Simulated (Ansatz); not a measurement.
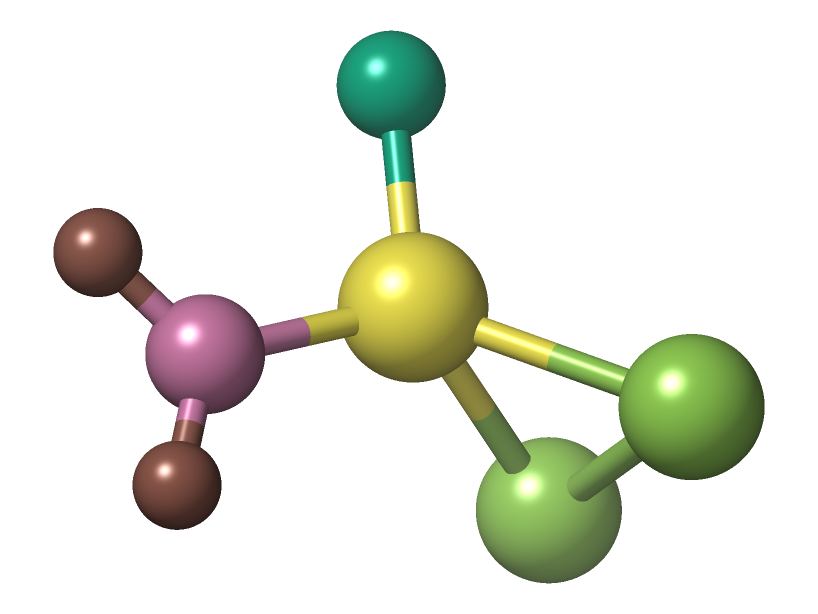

Rendered structure (ball-and-stick style). Colours: nitrogen pink, silicon yellow, fluorine teal, sulfur green, hydrogen brown.

Question: Give the formula.

Answer: FH₂NS₂Si, 7 atoms: 1 fluorine, 2 hydrogen, 1 nitrogen, 2 sulfur and 1 silicon.

Question: Give a SMILES string for it.

Answer: N[Si]1(F)SS1

Question: How many bonds of each kind are drawn?

Answer: 2 S–Si, 2 N–H, 1 N–Si, 1 F–Si, 1 S–S.

Question: Give the symmetry (Schoenflies symbol).

Answer: Cs.

Question: How many sets of symmetry-equivalent atoms are there?

Answer: 6: 1 N, 1 Si, 1 F, 2 S, 1 H, 1 H.

More results for the same structure follow; atom numbers are the same in all pictures, views and colours differ. The computed structure is the end point of a PBE0-D4/def2-TZVP optimisation.

**Geometry**

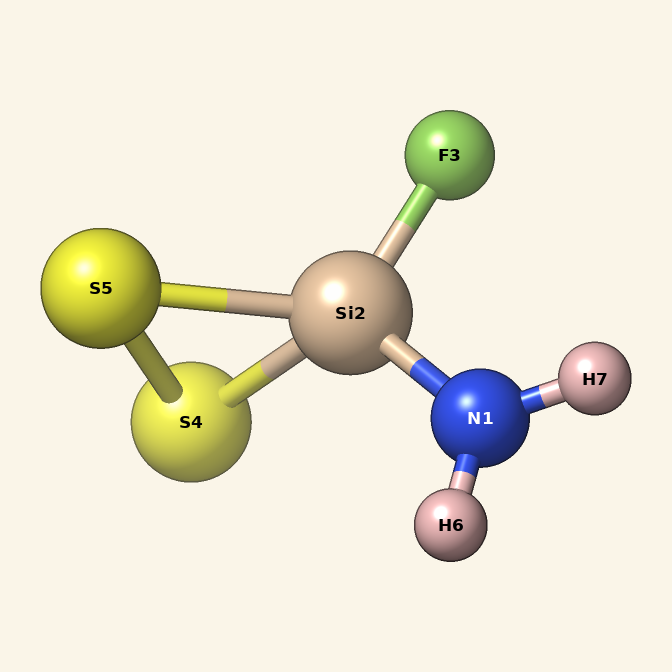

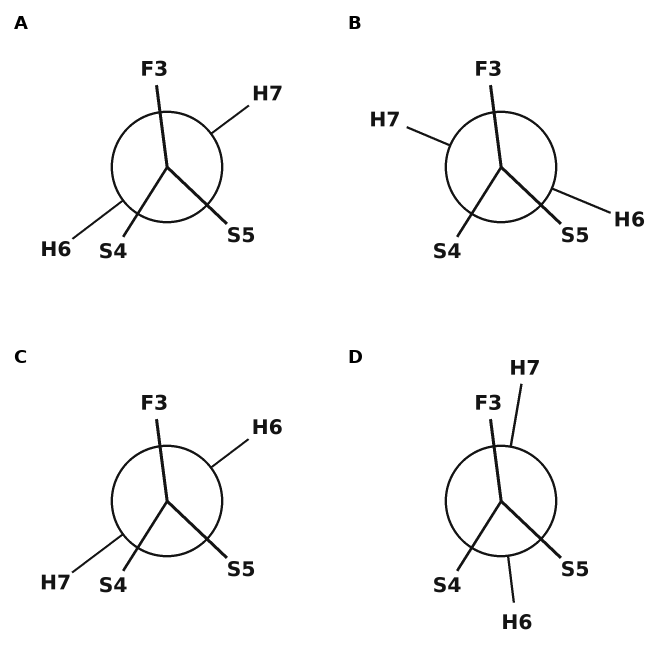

Atoms fade into the background with distance from the viewer. Bonds that would overlap in a projection are set slightly apart.

Question: Which Newman projection shows the view along Si2–N1, with Si2 in front?

Answer: D. The torsion angle S4–Si2–N1–H6 is −39°, synclinal (gauche).

**Dipole moment**

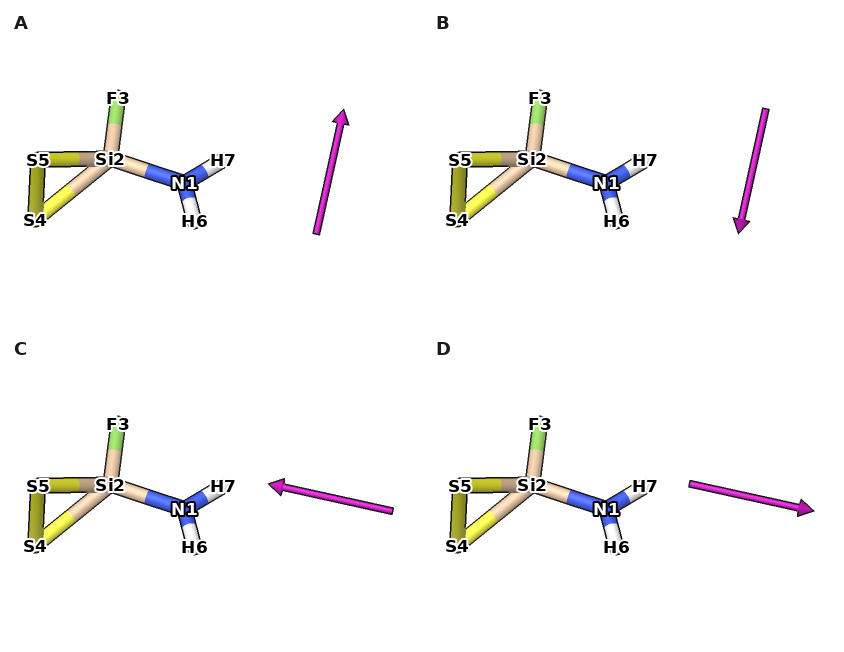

The same molecule four times, each with an arrow. Method: RKS PBE0-D4/def2-TZVP (Ansatz 0.2.0).

Question: Which arrow points along the dipole moment, from the negative to the positive end?

Answer: D. The dipole moment is 3.19 D; it points from the side of S4, S5 to the side of H7 (the outermost atoms at the two ends).

**Charges**

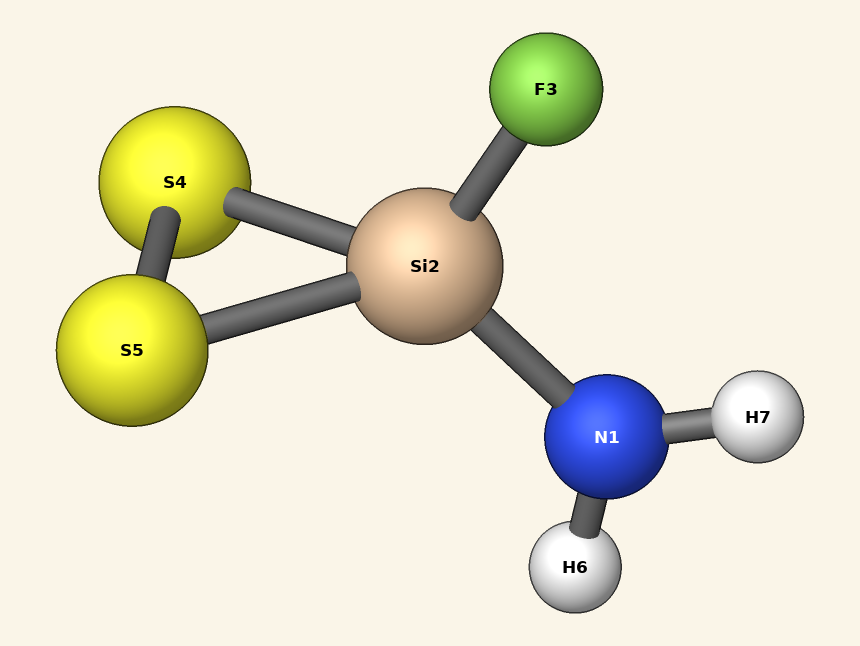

The questions are on Mulliken charges. Method: RKS r2SCAN-D4/def2-TZVPP (Ansatz 0.2.0).

Question: Which atom carries the highest charge (most positive or least negative)?

Answer: Si2 (0.78 e).

Question: And the lowest?

Answer: N1 (−0.45 e).

Give the Mulliken charges atom by atom.

```csv
atom,value (e)
N1,−0.45
Si2,0.78
F3,−0.31
S4,−0.19
S5,−0.19
H6,0.18
H7,0.18
```

**Vibrations**

Harmonic vibrations computed with RKS PBE0-D4/def2-TZVP (Ansatz 0.2.0) at a stationary point of the same level.

Question: List the wavenumbers.

Answer: 15 modes: 43, 201, 231, 280, 287, 340, 418, 487, 579, 796, 955, 969, 1564, 3636, 3742 cm⁻¹.

Mulliken values depend strongly on the basis set and can even reverse the polarity of a bond.
